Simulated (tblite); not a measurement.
# C₂H₆GeN₂: geometry relaxation

C₂H₆GeN₂, SMILES C[NH][GeH2][C]#N, computed with GFN2-xTB, R-SCC (tblite 0.8.0).

The geometry comes from this level: GFN2-xTB.

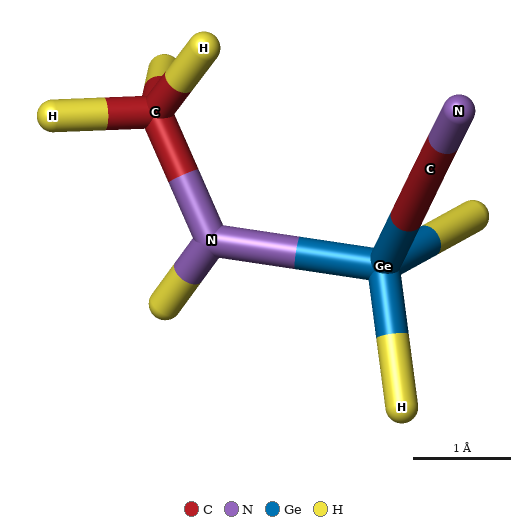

Figure 1. The structure as given in the input (stick view, seen at a tilt). Sticks mark near contacts. Bond lengths as drawn: C–Ge 1.92 Å, C–H 1.09 to 1.10 Å, C–N 1.14 to 1.46 Å, Ge–H 1.50 to 1.52 Å, Ge–N 1.81 Å and H–N 1.01 Å.

### Summary

```csv
quantity,value
outcome,converged
total energy,−15.047558 hartree
largest force,0.003 eV/Å
dipole moment,4.32 D
hardware,"1 thread of Arm Neoverse V1, 24 GiB of memory available, shared host"
wall time,0.91 s
peak memory,0.089 GiB
```

### Input file (calc.py)
```python
import json
import numpy as np
from ase.io.zmatrix import parse_zmatrix
from tblite.ase import TBLite
from ase.units import kJ, mol as mol_
from ase.units import Debye
from ase.optimize import LBFGS

atoms = parse_zmatrix("""
C
N 1 1.455649
Ge 2 1.805992 1 122.46471
C 3 1.91838 2 104.8563 1 56.77439
N 4 1.1445 2 144.28657 1 43.93716
H 1 1.089402 2 108.55434 3 -41.01945
H 1 1.09555 6 108.3034 2 -123.40368
H 1 1.090711 6 108.45574 7 -117.57515
H 2 1.010857 1 110.95638 6 176.20964
H 3 1.497016 2 106.68964 9 -45.51427
H 3 1.516801 10 111.71468 2 -130.96336
""")
start = atoms.get_positions()

atoms.calc = TBLite(method="GFN2-xTB", multiplicity=1, accuracy=0.1, verbosity=0)
opt = LBFGS(atoms, trajectory="opt.traj", logfile="-")
done = opt.run(fmax=0.005, steps=500)
print("converged:", done, "after", opt.nsteps, "steps")
print(f"E: {atoms.get_potential_energy() / (kJ / mol_):.6f} kJ/mol")
print(f"Dipole: {np.linalg.norm(atoms.get_dipole_moment()) / Debye:.4f} D")
for a, q in zip(atoms, atoms.get_charges()):
    print(f"{a.symbol}{a.index + 1} {q:+.4f}")
print("Final positions (angstrom):")
for a in atoms:
    print(f"{a.symbol:<2} {a.x:12.6f} {a.y:12.6f} {a.z:12.6f}")
print(f"largest displacement {np.linalg.norm(atoms.positions - start, axis=1).max():.4f} angstrom")
json.dump(dict(energy=atoms.get_potential_energy(), forces=atoms.get_forces().tolist(), dipole=atoms.get_dipole_moment().tolist(), charges=atoms.get_charges().tolist(),
               symbols=atoms.get_chemical_symbols(), start=start.tolist(), final=atoms.positions.tolist(), success=bool(done)), open("results.json", "w"))
```

Run as:
```bash
python calc.py
```

### Log
```
Step     Time          Energy          fmax
LBFGS:    0 17:25:24     -409.464882        0.022465
LBFGS:    1 17:25:24     -409.464894        0.038228
LBFGS:    2 17:25:24     -409.464894        0.033633
LBFGS:    3 17:25:24     -409.464903        0.005542
LBFGS:    4 17:25:24     -409.464905        0.003277
converged: True after 4 steps
E: -39507.357647 kJ/mol
Dipole: 4.3201 D
C1 -0.0214
N2 -0.2694
Ge3 +0.1709
C4 +0.0609
N5 -0.1969
H6 +0.0482
H7 +0.0247
H8 +0.0416
H9 +0.1535
H10 -0.0040
H11 -0.0078
Final positions (angstrom):
C     -0.000007     0.000106    -0.000288
N      1.455550    -0.000161     0.000029
Ge     2.425299     1.523615    -0.000264
C      1.831869     2.484042     1.551322
N      1.473153     3.072689     2.465117
H     -0.346868     0.779619     0.678155
H     -0.433408     0.186119    -0.988907
H     -0.365903    -0.961405     0.362971
H      1.817406    -0.751973    -0.571275
H      3.857303     1.122103     0.165881
H      2.244609     2.496515    -1.149780
largest displacement 0.0006 angstrom
```

### Trajectory as extended XYZ (Å, eV, eV/Å), 5 frames, from step=0 to step=4
```
11
Properties=species:S:1:pos:R:3:forces:R:3 step=0 energy=-409.46488
C     0.0000    0.0000    0.0000    0.0067  -0.0001  -0.0214
N     1.4557    0.0000    0.0000   -0.0097   0.0038   0.0073
Ge    2.4251    1.5238    0.0000    0.0099  -0.0044  -0.0073
C     1.8319    2.4841    1.5511    0.0032  -0.0072  -0.0048
N     1.4731    3.0724    2.4649   -0.0033   0.0117   0.0135
H    -0.3467    0.7792    0.6778   -0.0073   0.0153   0.0141
H    -0.4334    0.1863   -0.9888    0.0012  -0.0045   0.0027
H    -0.3660   -0.9613    0.3629   -0.0005  -0.0078   0.0031
H     1.8172   -0.7516   -0.5711    0.0073  -0.0129  -0.0082
H     3.8576    1.1219    0.1659   -0.0083   0.0039   0.0001
H     2.2446    2.4964   -1.1498    0.0008   0.0021   0.0009
11
Properties=species:S:1:pos:R:3:forces:R:3 step=1 energy=-409.46489
C     0.0001    0.0000   -0.0003   -0.0031   0.0035   0.0010
N     1.4555    0.0001    0.0001    0.0022  -0.0076  -0.0030
Ge    2.4252    1.5237   -0.0001    0.0046  -0.0028  -0.0062
C     1.8319    2.4840    1.5511   -0.0111   0.0172   0.0323
N     1.4730    3.0726    2.4651    0.0116  -0.0129  -0.0246
H    -0.3468    0.7794    0.6780   -0.0029   0.0045   0.0034
H    -0.4334    0.1862   -0.9888   -0.0012  -0.0029  -0.0044
H    -0.3660   -0.9614    0.3630    0.0015  -0.0018   0.0001
H     1.8173   -0.7518   -0.5712    0.0022  -0.0019   0.0003
H     3.8575    1.1220    0.1659   -0.0047   0.0026   0.0004
H     2.2446    2.4964   -1.1498    0.0009   0.0021   0.0008
11
Properties=species:S:1:pos:R:3:forces:R:3 step=2 energy=-409.46489
C     0.0001    0.0000   -0.0005   -0.0087   0.0044   0.0158
N     1.4554    0.0000    0.0001    0.0087  -0.0116  -0.0083
Ge    2.4254    1.5236   -0.0003   -0.0036   0.0014   0.0010
C     1.8318    2.4842    1.5514    0.0114  -0.0189  -0.0250
N     1.4731    3.0726    2.4650   -0.0083   0.0195   0.0261
H    -0.3469    0.7796    0.6782    0.0008  -0.0036  -0.0048
H    -0.4334    0.1862   -0.9888   -0.0025  -0.0016  -0.0082
H    -0.3660   -0.9615    0.3630    0.0028   0.0034  -0.0022
H     1.8174   -0.7520   -0.5713   -0.0010   0.0036   0.0046
H     3.8573    1.1221    0.1659   -0.0005   0.0012   0.0006
H     2.2446    2.4965   -1.1498    0.0010   0.0022   0.0003
11
Properties=species:S:1:pos:R:3:forces:R:3 step=3 energy=-409.46490
C     0.0000    0.0001   -0.0003   -0.0022   0.0011   0.0025
N     1.4555   -0.0001    0.0001    0.0006  -0.0020  -0.0011
Ge    2.4253    1.5236   -0.0002   -0.0019  -0.0008  -0.0008
C     1.8319    2.4841    1.5513    0.0015  -0.0031  -0.0003
N     1.4731    3.0726    2.4651    0.0008   0.0046   0.0030
H    -0.3468    0.7796    0.6781   -0.0010   0.0014   0.0001
H    -0.4334    0.1862   -0.9889   -0.0009  -0.0023  -0.0028
H    -0.3659   -0.9614    0.3630    0.0015   0.0011  -0.0006
H     1.8174   -0.7519   -0.5713    0.0018  -0.0037  -0.0011
H     3.8573    1.1221    0.1659   -0.0012   0.0016   0.0005
H     2.2446    2.4965   -1.1498    0.0009   0.0021   0.0005
11
Properties=species:S:1:pos:R:3:forces:R:3 step=4 energy=-409.46490
C     0.0000    0.0001   -0.0003   -0.0006   0.0005  -0.0002
N     1.4555   -0.0002    0.0000   -0.0003  -0.0015  -0.0011
Ge    2.4253    1.5236   -0.0003   -0.0024  -0.0005  -0.0001
C     1.8319    2.4840    1.5513    0.0000  -0.0007   0.0031
N     1.4731    3.0727    2.4651    0.0024   0.0018  -0.0011
H    -0.3469    0.7796    0.6782   -0.0008   0.0013  -0.0001
H    -0.4334    0.1861   -0.9889   -0.0004  -0.0022  -0.0009
H    -0.3659   -0.9614    0.3630    0.0009   0.0008  -0.0001
H     1.8174   -0.7520   -0.5713    0.0010  -0.0031  -0.0006
H     3.8573    1.1221    0.1659   -0.0007   0.0014   0.0005
H     2.2446    2.4965   -1.1498    0.0008   0.0020   0.0005
```

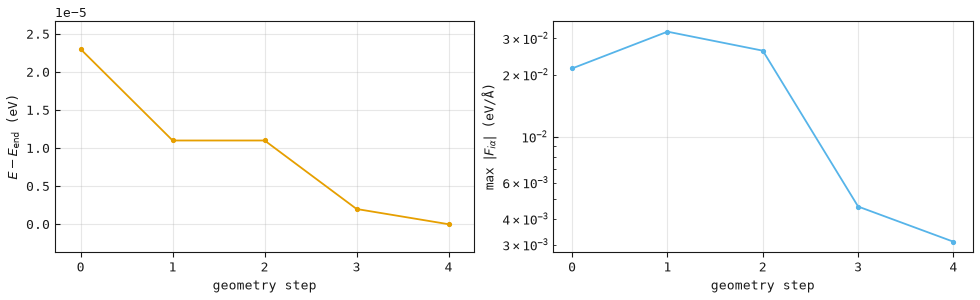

Figure 2. Progress of the relaxation, step by step (steps are counted from 0). No atom moves by more than 0.005 Å after the best rigid fit. The energy falls by next to nothing (0.0 eV) in 4 geometry steps. Largest force component: 0.021 eV/Å at the start, 0.0031 eV/Å at the end.
